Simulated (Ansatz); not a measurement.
**H₇OPSn (built from SMILES P.[OH][SnH3]): a reaction path by the nudged elastic band**

What path joins these two structures, and how high does it climb? Both ends were relaxed at PBE0-D4 in triple zeta.

Method: PBE0-D4/def2-SVP; program: Ansatz 0.2.0, Gaussian basis.

23 further runs of the same task are left out: 1 that didn't finish, 22 set aside as unsound or not needed.

**1. Where the work starts**

The first end: 10 atoms, charge 0, spin multiplicity 1.

Atoms are counted from 1 here; the program's logs count them from 0.

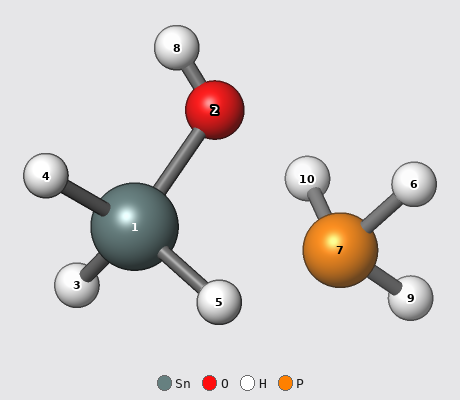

As it starts; tin teal, oxygen red, hydrogen white, phosphorus orange; atoms are numbered from 1 in the order of the file.

Coordinates:

```xyz
10

Sn   -0.8228    1.4386   -0.6660
O     0.6669    1.0622    0.5802
H    -0.4948    0.6820   -2.1578
H    -0.8596    3.1427   -0.8446
H    -2.2172    0.8452    0.0994
H     0.4081   -1.7532    1.7087
P     0.2055   -1.9327    0.3196
H     1.3463    1.7392    0.5557
H     0.1831   -3.3517    0.4004
H     1.5845   -1.8723    0.0044
```

The second end:

```
atom    x (Å)    y (Å)    z (Å)
 Sn1  -0.7131   0.3875  -0.9644
  O2   0.8303   0.6634   1.7763
  H3  -1.5589   0.1925  -2.4453
  H4   0.6348   1.3949  -1.2525
  H5  -1.7792   1.1580   0.1264
  H6   0.2400   0.5711   2.5282
  P7  -0.0755  -1.8699  -0.0915
  H8   1.1882   1.5523   1.8382
  H9   1.3113  -1.5794  -0.1355
 H10  -0.0781  -2.4705  -1.3800
```

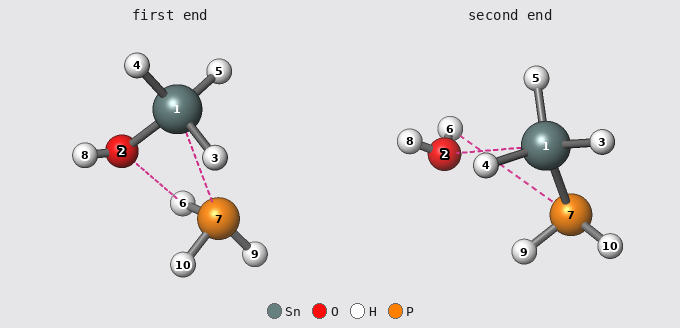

The two ends; dashed lines mark the contacts followed along the path.

**2. The band at PBE0-D4/def2-SVP**

The input, neb/in.yaml:

```yaml
crystal:
  periodic: [false, false, false]
  atoms:
    - {symbol: Sn, position_ang: [-0.822830, 1.438630, -0.665966]}
    - {symbol: O, position_ang: [0.666942, 1.062153, 0.580228]}
    - {symbol: H, position_ang: [-0.494836, 0.682046, -2.157831]}
    - {symbol: H, position_ang: [-0.859606, 3.142654, -0.844610]}
    - {symbol: H, position_ang: [-2.217230, 0.845202, 0.099398]}
    - {symbol: H, position_ang: [0.408092, -1.753180, 1.708732]}
    - {symbol: P, position_ang: [0.205517, -1.932668, 0.319629]}
    - {symbol: H, position_ang: [1.346300, 1.739168, 0.555664]}
    - {symbol: H, position_ang: [0.183055, -3.351700, 0.400396]}
    - {symbol: H, position_ang: [1.584495, -1.872306, 0.004360]}
basis:
  gaussian: {orbitals: def2-SVP}
hamiltonian: {xc: pbe0, dispersion: d4}
neb:
  images: 5
  climbing: true
  max_iterations: 40
  initial_path: idpp
  final_atoms:
    - {symbol: Sn, position_ang: [-0.713085, 0.387460, -0.964395]}
    - {symbol: O, position_ang: [0.830316, 0.663398, 1.776297]}
    - {symbol: H, position_ang: [-1.558889, 0.192523, -2.445252]}
    - {symbol: H, position_ang: [0.634819, 1.394949, -1.252479]}
    - {symbol: H, position_ang: [-1.779204, 1.157953, 0.126375]}
    - {symbol: H, position_ang: [0.240039, 0.571128, 2.528197]}
    - {symbol: P, position_ang: [-0.075521, -1.869901, -0.091490]}
    - {symbol: H, position_ang: [1.188158, 1.552336, 1.838218]}
    - {symbol: H, position_ang: [1.311326, -1.579351, -0.135512]}
    - {symbol: H, position_ang: [-0.078062, -2.470493, -1.379959]}
```

Launch:

```sh
$ ansatz run in.yaml --threads 4 --pin off --events-out ev --progress --plain --max-ram 9574MiB
```

The log of the run:

```text
Functional definition: PBE0
  name "PBE0"
  cite "Adamo & Barone, J. Chem. Phys. 110, 6158 (1999) doi:10.1063/1.478522"
  cite "Perdew, Burke & Ernzerhof, Phys. Rev. Lett. 77, 3865 (1996) doi:10.1103/PhysRevLett.77.3865"
  parent pbe
  parameter a = 0.25
  parameter kappa = 0.804
  parameter beta = 0.06672455060314922
  exchange = (1 - a)*pbe_x(kappa = kappa, mu = beta*pi^2/3) + a*exact_x
  correlation = pbe_c(beta = beta)
1072 factors; integrals over basis functions are off by at most 3.0e-4 eV
mean field evaluation 1: about -17265.3535 eV, gradient 5.0e1 eV
mean field evaluation 2: about -17248.6227 eV, gradient 1.0e2 eV
mean field evaluation 4: about -17269.9177 eV, gradient 1.8e0 eV
mean field evaluation 8: about -17269.9258 eV, gradient 6.1e-2 eV
mean field -17269.92583299 eV, -634.6580683862 hartree, gradient 1.9e-5 eV, S^2 0.000000; 0 other end points of the search recorded, 0 dependent functions left out
the calculation of the forces begins
reference -17269.92586485 eV, -634.6580695572 hartree; 26, 26 occupied and 67, 67 virtual orbitals, 1072 factors
[... from here to the last solve, the lines of the solves are left out (182 solves) ...]
WARN: NEB end point (image 0): max|allowed force component| = 3.086e-1 eV/Å (the criterion of neb.relax_end_points is 1.000e-2). That is over neb.f_tol: it is no minimum, so the barrier can be far off. Relax it first
WARN: NEB end point (image 6): max|allowed force component| = 2.531e-1 eV/Å (the criterion of neb.relax_end_points is 1.000e-2). That is over neb.f_tol: it is no minimum, so the barrier can be far off. Relax it first
NEB iter   1: max|band force component| = 4.691e0 eV/Å  barrier→ = 6.2225 eV  barrier← = 6.6678 eV  Δτ_max = 0.2000 Å  (187 SCF iters)
NEB iter   2: max|band force component| = 4.471e0 eV/Å  barrier→ = 4.9670 eV  barrier← = 5.4124 eV  Δτ_max = 0.2000 Å  (150 SCF iters)
NEB iter   3: max|band force component| = 6.831e0 eV/Å  barrier→ = 3.9412 eV  barrier← = 4.3866 eV  Δτ_max = 0.1024 Å  (138 SCF iters)
NEB iter   4: max|band force component| = 3.984e0 eV/Å  barrier→ = 3.5347 eV  barrier← = 3.9800 eV  Δτ_max = 0.2000 Å  (132 SCF iters)
NEB iter   5: max|band force component| = 7.538e0 eV/Å  barrier→ = 2.6624 eV  barrier← = 3.1077 eV  Δτ_max = 0.1036 Å  (137 SCF iters)
NEB iter   6: max|band force component| = 3.088e0 eV/Å  barrier→ = 2.1847 eV  barrier← = 2.6301 eV  Δτ_max = 0.2000 Å  (131 SCF iters)
NEB iter   7: max|band force component| = 2.221e0 eV/Å  barrier→ = 1.3519 eV  barrier← = 1.7973 eV  Δτ_max = 0.1019 Å  (136 SCF iters)
NEB iter   8: max|band force component| = 8.556e-1 eV/Å  barrier→ = 0.9976 eV  barrier← = 1.4430 eV  Δτ_max = 0.2000 Å  (124 SCF iters)
NEB iter   9: max|band force component| = 1.127e0 eV/Å  barrier→ = 0.5567 eV  barrier← = 1.0020 eV  Δτ_max = 0.1017 Å  (133 SCF iters)
NEB iter  10: max|band force component| = 2.365e0 eV/Å  barrier→ = 0.5949 eV  barrier← = 1.0402 eV  Δτ_max = 0.0502 Å  (121 SCF iters)
NEB iter  11: max|band force component| = 9.848e-1 eV/Å  barrier→ = 0.5740 eV  barrier← = 1.0193 eV  Δτ_max = 0.1021 Å  (118 SCF iters)
NEB iter  12: max|band force component| = 5.983e-1 eV/Å  barrier→ = 0.5179 eV  barrier← = 0.9632 eV  CI = image 3  Δτ_max = 0.2000 Å  (120 SCF iters)
NEB iter  13: max|band force component| = 1.496e0 eV/Å  barrier→ = 0.9335 eV  barrier← = 1.3788 eV  CI = image 3  Δτ_max = 0.1007 Å  (127 SCF iters)
NEB iter  14: max|band force component| = 1.399e0 eV/Å  barrier→ = 1.0012 eV  barrier← = 1.4466 eV  CI = image 3  Δτ_max = 0.2000 Å  (117 SCF iters)
NEB iter  15: max|band force component| = 6.323e-1 eV/Å  barrier→ = 1.1057 eV  barrier← = 1.5511 eV  CI = image 3  Δτ_max = 0.1865 Å  (124 SCF iters)
NEB iter  16: max|band force component| = 2.977e-1 eV/Å  barrier→ = 1.1056 eV  barrier← = 1.5509 eV  CI = image 3  Δτ_max = 0.1761 Å  (125 SCF iters)
NEB iter  17: max|band force component| = 2.033e-1 eV/Å  barrier→ = 1.0941 eV  barrier← = 1.5395 eV  CI = image 3  Δτ_max = 0.1118 Å  (122 SCF iters)
NEB iter  18: max|band force component| = 1.198e-1 eV/Å  barrier→ = 1.0901 eV  barrier← = 1.5354 eV  CI = image 3  Δτ_max = 0.0705 Å  (117 SCF iters)
NEB iter  19: max|band force component| = 7.441e-2 eV/Å  barrier→ = 1.0868 eV  barrier← = 1.5321 eV  CI = image 3  Δτ_max = 0.0664 Å  (114 SCF iters)
NEB iter  20: max|band force component| = 9.615e-2 eV/Å  barrier→ = 1.0840 eV  barrier← = 1.5294 eV  CI = image 3  Δτ_max = 0.0332 Å  (115 SCF iters)
NEB iter  21: max|band force component| = 1.034e-1 eV/Å  barrier→ = 1.0828 eV  barrier← = 1.5281 eV  CI = image 3  Δτ_max = 0.0333 Å  (116 SCF iters)
NEB iter  22: max|band force component| = 9.912e-2 eV/Å  barrier→ = 1.0814 eV  barrier← = 1.5268 eV  CI = image 3  Δτ_max = 0.0333 Å  (115 SCF iters)
NEB iter  23: max|band force component| = 7.480e-2 eV/Å  barrier→ = 1.0802 eV  barrier← = 1.5255 eV  CI = image 3  Δτ_max = 0.0332 Å  (118 SCF iters)
NEB iter  24: max|band force component| = 1.177e-1 eV/Å  barrier→ = 1.0793 eV  barrier← = 1.5247 eV  CI = image 3  Δτ_max = 0.0166 Å  (121 SCF iters)
NEB iter  25: max|band force component| = 8.363e-2 eV/Å  barrier→ = 1.0789 eV  barrier← = 1.5243 eV  CI = image 3  Δτ_max = 0.0166 Å  (119 SCF iters)
NEB iter  26: max|band force component| = 6.698e-2 eV/Å  barrier→ = 1.0786 eV  barrier← = 1.5239 eV  CI = image 3  Δτ_max = 0.0166 Å  (120 SCF iters)
NEB iter  27: max|band force component| = 7.056e-2 eV/Å  barrier→ = 1.0784 eV  barrier← = 1.5237 eV  CI = image 3  Δτ_max = 0.0083 Å  (121 SCF iters)
1074 factors; integrals over basis functions are off by at most 1.2e-3 eV
mean field -17268.85123846 eV, -634.6185777656 hartree, gradient 2.7e-6 eV, S^2 0.000000; 0 other end points of the search recorded, 0 dependent functions left out
the calculation of the forces begins
reference -17268.85126886 eV, -634.6185788828 hartree; 26, 26 occupied and 67, 67 virtual orbitals, 1074 factors
NEB iter  28: max|band force component| = 2.177e-2 eV/Å  barrier→ = 1.0783 eV  barrier← = 1.5236 eV  CI = image 3  CI's point: of a kind that is not told: the force calls were inconclusive, a negative curvature could not be distinguished from the path's own, the only one lies far off the path, or fixed occupations may fill a level only in part  Δτ_max = 0.0000 Å  (971 SCF iters)
Total energy: -17269.00452766 eV, -634.6242110399 hartree
Atom 0 at    -0.753728     1.069066    -0.611732 Å, force     0.004352     0.001874    -0.000858 eV/Å
Atom 1 at     0.316254     0.631133     1.201668 Å, force    -0.022163     0.018422     0.008166 eV/Å
Atom 2 at     0.168476     0.879354    -2.032398 Å, force    -0.000989     0.001044     0.000925 eV/Å
Atom 3 at    -0.809127     2.749452    -0.216610 Å, force    -0.000943    -0.001177     0.000105 eV/Å
Atom 4 at    -2.307989     0.392859    -0.513111 Å, force     0.001385    -0.001250     0.000834 eV/Å
Atom 5 at     0.465440    -0.435014     0.782986 Å, force     0.018007     0.001862    -0.002566 eV/Å
Atom 6 at     0.164103    -1.842475    -0.378045 Å, force    -0.004426    -0.002181     0.001041 eV/Å
Atom 7 at     1.137686     1.115248     1.384599 Å, force     0.003988    -0.018404    -0.008559 eV/Å
Atom 8 at     0.032700    -2.589330     0.832501 Å, force    -0.000263    -0.002211    -0.000482 eV/Å
Atom 9 at     1.586083    -1.970293    -0.449857 Å, force     0.001051     0.002020     0.001395 eV/Å
Dipole moment:     0.176232     0.722082     0.135997 e Å
```

It took 4.2 min on 4 threads of Intel Xeon Platinum 8375C at 2.90GHz, shared host.

The last band:

```
image  path (Å)  energy (kJ/mol)  Sn1–P7 (Å)  O2–H6 (Å)  Sn1–O2 (Å)  H6–P7 (Å)
    0      0.00              0.0        3.66       3.04        1.98       1.42
    1      1.12              3.6        3.80       2.53        2.00       1.42
    2      2.24              9.4        3.62       2.04        2.01       1.44
    3      3.36            104.0        3.06       1.16        2.15       1.85
    4      5.42            -22.0        2.56       0.97        3.10       2.66
    5      7.48            -41.5        2.53       0.96        3.18       3.72
    6      9.53            -43.0        2.50       0.96        3.16       3.59
```

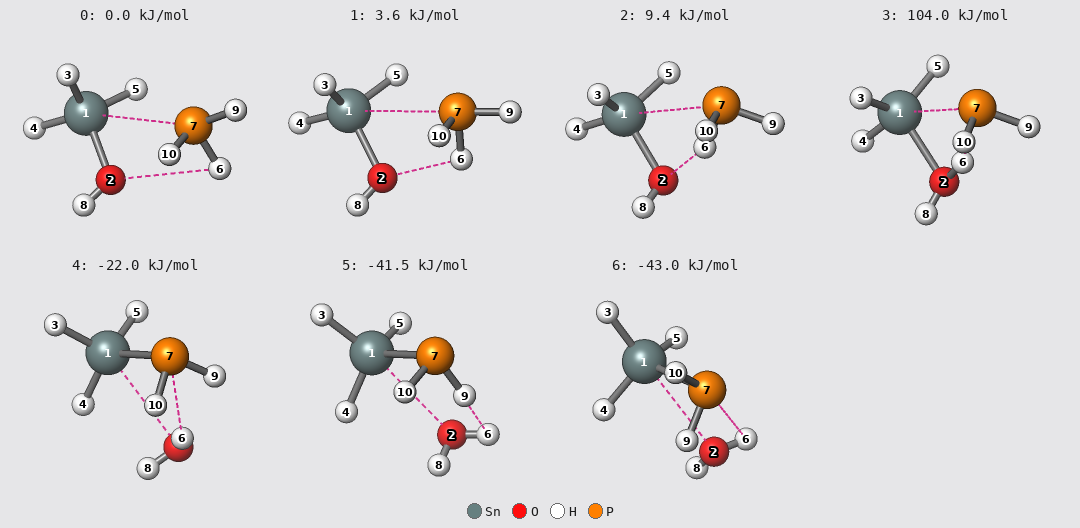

The images of the last band.

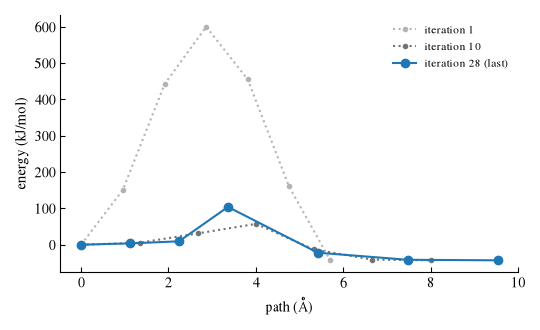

Energy along the path.

The highest image, 3:

```xyz
10
H7OPSn
Sn   -0.75373    1.06907   -0.61173
O     0.31625    0.63113    1.20167
H     0.16848    0.87935   -2.03240
H    -0.80913    2.74945   -0.21661
H    -2.30799    0.39286   -0.51311
H     0.46544   -0.43501    0.78299
P     0.16410   -1.84248   -0.37805
H     1.13769    1.11525    1.38460
H     0.03270   -2.58933    0.83250
H     1.58608   -1.97029   -0.44986
```

**3. Results**

| quantity | value |
| --- | --- |
| PBE0-D4/def2-SVP, 28 iterations | highest 104.0 kJ/mol (image 3), last end -43.0 kJ/mol |
| from earlier runs: barrier over the separately found saddle, CCSD(T)/def2-TZVPP | 142.7 kJ/mol |

What this shows: The highest image lies 104.0 kJ/mol above the first end, and it climbed, so it estimates the saddle. The ends are not quite minima at this level (largest force component 0.31 eV/Å), so the heights are unreliable: relaxing the first end would lower it and raise the barrier above it. The highest image is 38.6 kJ/mol below the CCSD(T) barrier in triple zeta, which comes from separate runs on the saddle.
